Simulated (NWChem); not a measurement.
# SF2 (SMILES FSF): U-revPBE/x2c-SVPall-2c (ZORA, COSMO ethanol)

Aim: the energy difference between two shapes of SF2 at U-revPBE/x2c-SVPall-2c (ZORA, COSMO ethanol), from 2 runs. 

Program for the calculation: NWChem 7.3.0.

3 further runs of the same task are left out: 1 that didn't finish, 2 set aside as unsound or not needed.

## 1. The system as given

The species is SF2 (3 atoms), meant as a singlet with charge 0. As SMILES, `FSF`. The shape is that of a GFN2-xTB optimisation.

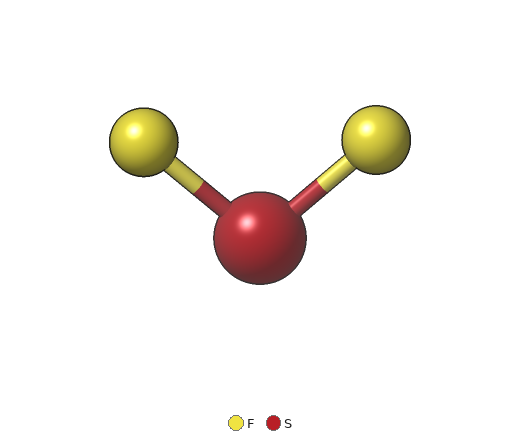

Viewed from a chosen angle; fluorine yellow, sulfur red.

## 2. The charge distribution at U-revPBE/x2c-SVPall-2c (ZORA, COSMO ethanol)

a.nw reads:

```
start a
memory stack 880 mb heap 220 mb global 1100 mb
charge 0
geometry noautosym nocenter noautoz
  F      0.454740     1.131520     0.375070
  S     -0.626960     0.131720    -0.328340
  F      0.172220    -1.263230    -0.046730
end
basis spherical bse
  * library x2c-SVPall-2c
end
relativistic
  zora on
end
cosmo
  dielec 24.852
end
dft
  xc revpbe cpbe96
  odft
  grid fine
  convergence energy 1e-07
  direct
  mulliken
  print medium
end
property
  dipole
  octupole
end
task dft property
```

Run with:

```sh
nwchem a.nw > a.out
```

Standard output, cut to the lines that bear on the results:

```text
[...]
          Wavefunction type:  spin polarized.
          No. of atoms     :     3
          No. of electrons :    34
[...]
          Charge           :     0
          Spin multiplicity:     1
[...]
          AO basis - number of functions:    49
[...]
              XC Information
              --------------
                        RevPBE Exchange Functional  1.000
            Perdew 1991 LDA Correlation Functional  1.000 local
           PerdewBurkeErnz. Correlation Functional  1.000 non-local
[...]
 d= 0,ls=0.0,diis     1   -599.1720575796 -7.10D+02  1.58D-02  2.28D-01     1.3
[...]
 d= 0,ls=0.0,diis     6   -599.2695195548 -4.26D-09  1.39D-06  1.17D-08     4.9
[...]
         Total DFT energy =     -599.269519554830
      One electron energy =    -1050.759705382720
           Coulomb energy =      387.258621621840
    Exchange-Corr. energy =      -46.616112979457
 Nuclear repulsion energy =      110.880906159381
             COSMO energy =       -0.033228973873
[...]
      Total Density - Mulliken Population Analysis
     ---------------------------------------------
    Atom       Charge   Shell Charges
 -----------   ------   -------------------------------------------------------
    1 F    9     9.30   1.99  1.14  0.83  3.30  2.04  0.01
    2 S   16    15.39   2.00  1.98  1.35  0.56  0.07  5.86  1.64  1.74  0.19
    3 F    9     9.30   1.99  1.14  0.83  3.30  2.04  0.01
[...]
      <S2> =     -0.0000 (Exact =     0.0000)
[...]
   Dipole moment        1.5819325100 Debye(s)
             DMX       -1.3801061406 DMXEFC        0.0000000000
             DMY        0.2934892104 DMYEFC       -0.0000000000
             DMZ       -0.7153192227 DMZEFC        0.0000000000
   -EFC- dipole         0.0000000000 DEBYE(S)
   Total dipole         1.5819325100 DEBYE(S)
[...]
```

It took 5.7 s on 1 thread of Intel Xeon 6975P-C (Granite Rapids), shared host; peak memory 0.11 GiB.

Atomic charges (e):

```tsv
atom	Mulliken	Löwdin
F1	-0.300	-0.260
S2	+0.610	+0.520
F3	-0.300	-0.260
```

## 3. The distorted shape at the same level

geom.xyz reads:

```xyz
3

F      0.447559     1.136848     0.401917
S     -0.648360     0.159504    -0.291544
F      0.174937    -1.241394    -0.010686
```

geom.nw reads:

```
start geom
memory 2200 mb

geometry units angstrom noautosym nocenter noautoz
  load format xyz geom.xyz
end

basis spherical bse
  * library x2c-SVPall-2c
end

relativistic
  zora on
end

cosmo
  dielec 24.852
end

dft
  xc revpbe cpbe96
  mult 1
  odft
  grid fine
  convergence energy 1e-07
  direct
  mulliken
end

property
  dipole
  octupole
end

task dft property
```

Run with:

```sh
nwchem geom.nw > geom.out
```

Standard output:

```text
Northwest Computational Chemistry Package (NWChem) 7.3.0
             --------------------------------------------------------

           Job information
           ---------------

    nwchem branch   = 7.3.0
    use scalapack   = T
    input           = geom.nw
    prefix          = geom.
    data base       = ./geom.db
    status          = startup
    nproc           =        1

           Memory information
           ------------------

    heap     =     72089596 doubles =      550.0 Mbytes
    stack    =     72089601 doubles =      550.0 Mbytes
    global   =    144179200 doubles =     1100.0 Mbytes (distinct from heap & stack)
    total    =    288358397 doubles =     2200.0 Mbytes
    verify   = yes
    hardfail = no

           Directory information
           ---------------------

  0 permanent = .
  0 scratch   = .

                                NWChem Input Module
                                -------------------

 Scaling coordinates for geometry "geometry" by  1.889725989
 (inverse scale =  0.529177249)

                             Geometry "geometry" -> ""
                             -------------------------

 Output coordinates in angstroms (scale by  1.889725989 to convert to a.u.)

  No.       Tag          Charge          X              Y              Z
 ---- ---------------- ---------- -------------- -------------- --------------
    1 F                    9.0000     0.44755900     1.13684800     0.40191700
    2 S                   16.0000    -0.64836000     0.15950400    -0.29154400
    3 F                    9.0000     0.17493700    -1.24139400    -0.01068600

      Atomic Mass
      -----------

      F                 18.998400
      S                 31.972070

 Effective nuclear repulsion energy (a.u.)     110.7806314682

            Nuclear Dipole moment (a.u.)
            ----------------------------
        X                 Y               Z
 ---------------- ---------------- ----------------
    -9.0164420504     3.0446320265    -2.1611378837

            XYZ format geometry
            -------------------
     3
 geometry
 F                     0.44755900     1.13684800     0.40191700
 S                    -0.64836000     0.15950400    -0.29154400
 F                     0.17493700    -1.24139400    -0.01068600

 ==============================================================================
                                internuclear distances
 ------------------------------------------------------------------------------
       center one      |      center two      | atomic units |  angstroms
 ------------------------------------------------------------------------------
    2 S                |   1 F                |     3.06877  |     1.62392
    3 F                |   2 S                |     3.11617  |     1.64900
 ------------------------------------------------------------------------------
                         number of included internuclear distances:          2
 ==============================================================================

 ==============================================================================
                                 internuclear angles
 ------------------------------------------------------------------------------
        center 1       |       center 2       |       center 3       |  degrees
 ------------------------------------------------------------------------------
    1 F                |   2 S                |   3 F                |    95.83
 ------------------------------------------------------------------------------
                            number of included internuclear angles:          1
 ==============================================================================

 Summary of "ao basis" -> "" (spherical)
 ------------------------------------------------------------------------------
       Tag                 Description            Shells   Functions and Types
 ---------------- ------------------------------  ------  ---------------------
 *                       x2c-SVPall-2c                on all atoms

  pbe96 is a nonlocal functional; adding pw91lda local functional.
                              NWChem Property Module
                              ----------------------

  itol2e modified to match energy
  convergence criterion.

                                 NWChem DFT Module
                                 -----------------

                      Basis "ao basis" -> "ao basis" (spherical)
                      -----
  [basis functions not shown]

 Summary of "ao basis" -> "ao basis" (spherical)
 ------------------------------------------------------------------------------
       Tag                 Description            Shells   Functions and Types
 ---------------- ------------------------------  ------  ---------------------
 F                       x2c-SVPall-2c               6       14   3s2p1d
 S                       x2c-SVPall-2c               9       21   4s4p1d

 Summary of "ao basis" -> "ao basis" (spherical)
 ------------------------------------------------------------------------------
       Tag                 Description            Shells   Functions and Types
 ---------------- ------------------------------  ------  ---------------------
 F                       x2c-SVPall-2c               6       14   3s2p1d
 S                       x2c-SVPall-2c               9       21   4s4p1d

 in cosmo_initialize ...

 solvent parameters
 solvname_short: unkn
 solvname_long:  unknown
 dielec:       24.8520

[... 41 lines left out ...]
  convergence criterion.
[... 16 lines left out ...]
          Convergence on energy requested:  1.00D-07
          Convergence on density requested:  1.00D-05
          Convergence on gradient requested:  5.00D-04
[... 18 lines left out ...]
          Spatial weights used:  Erf1
[... 1 line left out ...]
          Convergence Information
[... 1 line left out ...]
          Convergence aids based upon iterative change in
          total energy or number of iterations.
[... 29 lines left out ...]
 dft_zora_read: failed to open./geom.zora_sf
[... 52 lines left out ...]
   convergence    iter        energy       DeltaE   RMS-Dens  Diis-err    time
[... 18 lines left out ...]
   convergence    iter        energy       DeltaE   RMS-Dens  Diis-err    time
[... 9 lines left out ...]
         Total DFT energy =     -599.269202112232
      One electron energy =    -1050.583932990624
           Coulomb energy =      387.176604644665
    Exchange-Corr. energy =      -46.613639798228
 Nuclear repulsion energy =      110.780631468184
[... 1 line left out ...]
             COSMO energy =       -0.028865436229
[... 10 lines left out ...]
                 gas phase energy =      -599.266355913621
                 sol phase energy =      -599.269202112232
 (electrostatic) solvation energy =         0.002846198611 (    1.79 kcal/mol)
[... 1 line left out ...]
                    DFT Final Alpha Molecular Orbital Analysis
[... 346 lines left out ...]
                     DFT Final Beta Molecular Orbital Analysis
[... 346 lines left out ...]
     ---------------------------------------------
      Total Density - Mulliken Population Analysis
     ---------------------------------------------

    Atom       Charge   Shell Charges
 -----------   ------   -------------------------------------------------------
    1 F    9     9.30   1.99  1.14  0.82  3.31  2.03  0.01
    2 S   16    15.39   2.00  1.98  1.36  0.56  0.07  5.86  1.64  1.74  0.19
    3 F    9     9.31   1.99  1.14  0.83  3.30  2.05  0.01

     --------------------------------------------
      Spin Density - Mulliken Population Analysis
     --------------------------------------------

    Atom       Charge   Shell Charges
 -----------   ------   -------------------------------------------------------
    1 F    9    -0.00  -0.00 -0.00 -0.00 -0.00  0.00  0.00
    2 S   16    -0.00  -0.00  0.00 -0.00 -0.00  0.00  0.00 -0.00 -0.00  0.00
    3 F    9    -0.00  -0.00 -0.00 -0.00 -0.00  0.00 -0.00

     -------------------------------------------
      Total Density - Lowdin Population Analysis
     -------------------------------------------

    Atom       Charge   Shell Charges
 -----------   ------   -------------------------------------------------------
    1 F    9     9.25   1.98  1.06  0.82  3.20  2.19  0.01
    2 S   16    15.48   2.00  1.96  1.08  0.76  2.14  3.63  1.74  1.91  0.25
    3 F    9     9.27   1.98  1.06  0.83  3.19  2.20  0.01

     ------------------------------------------
      Spin Density - Lowdin Population Analysis
     ------------------------------------------

    Atom       Charge   Shell Charges
 -----------   ------   -------------------------------------------------------
    1 F    9    -0.00  -0.00 -0.00 -0.00 -0.00 -0.00 -0.00
    2 S   16    -0.00  -0.00  0.00 -0.00 -0.00  0.00  0.00 -0.00 -0.00  0.00
    3 F    9    -0.00  -0.00 -0.00 -0.00 -0.00 -0.00 -0.00

   alpha - beta orbital overlaps
   -----------------------------

   alpha      1      2      3      4      5      6      7      8      9     10
    beta      1      2      3      4      5      6      7      8      9     10
 overlap   1.000  1.000  1.000  1.000  1.000  1.000  1.000  1.000  1.000  1.000

   alpha     11     12     13     14     15     16     17     18     19     20
    beta     11     12     13     14     15     16     17     18     19     20
 overlap   1.000  1.000  1.000  1.000  1.000  1.000  1.000  1.000  1.000  1.000

   alpha     21     22     23     24     25     26     27     28     29     30
    beta     21     22     23     24     25     26     27     28     29     30
 overlap   1.000  1.000  1.000  1.000  1.000  1.000  1.000  1.000  1.000  1.000

   alpha     31     32     33     34     35     36     37     38     39     40
    beta     31     32     33     34     35     36     37     38     39     40
 overlap   1.000  1.000  1.000  1.000  1.000  1.000  1.000  1.000  1.000  1.000

   alpha     41     42     43     44     45     46     47     48     49
    beta     41     42     43     44     45     46     47     48     49
 overlap   1.000  1.000  1.000  1.000  1.000  1.000  1.000  1.000  1.000

     --------------------------
     Expectation value of S2:
     --------------------------
      <S2> =     -0.0000 (Exact =     0.0000)

 center of mass
 --------------
 x =  -0.24045263 y =   0.08408880 z =  -0.05100485

 moments of inertia (a.u.)
 ------------------
         215.135965040261          -9.393501315083         -32.800887942498
          -9.393501315083          80.105944156183         -26.890115587632
         -32.800887942498         -26.890115587632         254.262472649296

     Multipole analysis of the density
     ---------------------------------

     L   x y z        total         alpha         beta         nuclear
     -   - - -        -----         -----         ----         -------
     0   0 0 0     -0.000000    -17.000000    -17.000000     34.000000

     1   1 0 0     -0.566288      4.225077      4.225077     -9.016442
[... 8 lines of this table left out ...]
     2   0 0 2    -16.538534    -13.295236    -13.295236     10.051938

          -------------
          Dipole Moment
          -------------

 Center of charge (in au) is the expansion point
         X =      -0.2651895 Y =       0.0895480 Z =      -0.0635629

   Dipole moment        0.6529283608 A.U.
             DMX       -0.5662880537 DMXEFC       -0.0000000000
             DMY        0.1641291003 DMYEFC       -0.0000000000
             DMZ       -0.2805261539 DMZEFC       -0.0000000000
   -EFC- dipole         0.0000000000 A.U.
   Total dipole         0.6529283608 A.U.

   Dipole moment        1.6595908990 Debye(s)
             DMX       -1.4393715399 DMXEFC       -0.0000000000
             DMY        0.4171777144 DMYEFC       -0.0000000000
             DMZ       -0.7130317502 DMZEFC       -0.0000000000
   -EFC- dipole         0.0000000000 DEBYE(S)
   Total dipole         1.6595908990 DEBYE(S)

 1 a.u. = 2.541766 Debyes

          ---------------
          Octupole Moment
          ---------------

 Center of charge (in au) is the expansion point
         X =      -0.2651895 Y =       0.0895480 Z =      -0.0635629

   Third moments in atomic units

   Component  Electronic+nuclear     Point charges             Total
  --------------------------------------------------------------------------
      XXX           6.7361053769         -0.0000000000          6.7361053769
      YYY           0.6744979382          0.0000000000          0.6744979382
      ZZZ           5.3114475649          0.0000000000          5.3114475649
[... 6 lines of this table left out ...]
      XYZ          -0.4882076989         -0.0000000000         -0.4882076989

   Third moments in 10**(-34) esu*cm**3

   Component  Electronic+nuclear     Point charges             Total
  --------------------------------------------------------------------------
      XXX           4.7940053635         -0.0000000000          4.7940053635
      YYY           0.4800320887          0.0000000000          0.4800320887
      ZZZ           3.7800934945          0.0000000000          3.7800934945
[... 6 lines of this table left out ...]
      XYZ          -0.3474515608         -0.0000000000         -0.3474515608

   Octupole moments in atomic units

   Component  Electronic+nuclear     Point charges             Total
  --------------------------------------------------------------------------
      XXX           3.8005327405          0.0000000000          3.8005327405
      YYY           3.7919438332          0.0000000000          3.7919438332
      ZZZ           6.5342443845          0.0000000000          6.5342443845
[... 6 lines of this table left out ...]
      XYZ          -1.2205192474         -0.0000000000         -1.2205192474

   Octupole moments in 10**(-34) esu*cm**3

   Component  Electronic+nuclear     Point charges             Total
  --------------------------------------------------------------------------
      XXX           2.7047935450          0.0000000000          2.7047935450
      YYY           2.6986809228          0.0000000000          2.6986809228
      ZZZ           4.6503433175          0.0000000000          4.6503433175
[... 6 lines of this table left out ...]
      XYZ          -0.8686289021         -0.0000000000         -0.8686289021

 1 a.u. = 0.711688 10**(-34) esu*cm**3

 Task  times  cpu:        5.4s     wall:        5.4s
 Total times  cpu:        5.4s     wall:        5.4s
```

It took 6.3 s on 1 thread of Intel Xeon 6975P-C (Granite Rapids), shared host; peak memory 0.11 GiB.

Atomic charges (e):

```tsv
atom	Mulliken	Löwdin
F1	-0.300	-0.250
S2	+0.610	+0.520
F3	-0.310	-0.270
```

## 4. Summary of results

Level: U-revPBE/x2c-SVPall-2c (ZORA, COSMO ethanol).

| quantity | value |
| --- | --- |
| first shape: total energy | -599.26952 Eh |
| first shape: dipole moment | 1.58 D |
| first shape: HOMO energy | -5.55 eV |
| first shape: LUMO energy | -2.59 eV |
| first shape: HOMO–LUMO gap | 2.96 eV |
| first shape: solvent term in the energy | -7.1 kJ/mol |
| distorted shape: total energy | -599.26920 Eh |
| distorted shape: dipole moment | 1.66 D |
| distorted shape: HOMO energy | -5.58 eV |
| distorted shape: LUMO energy | -2.71 eV |
| distorted shape: HOMO–LUMO gap | 2.86 eV |
| distorted shape: solvent term in the energy | -7.5 kJ/mol |
| energy change with the atoms displaced | 0.009 eV |

**Reading.** With the atoms displaced the energy rises by 0.01 eV (0.2 kcal/mol). The first shape isn't relaxed at this level, so the change isn't measured from a minimum.
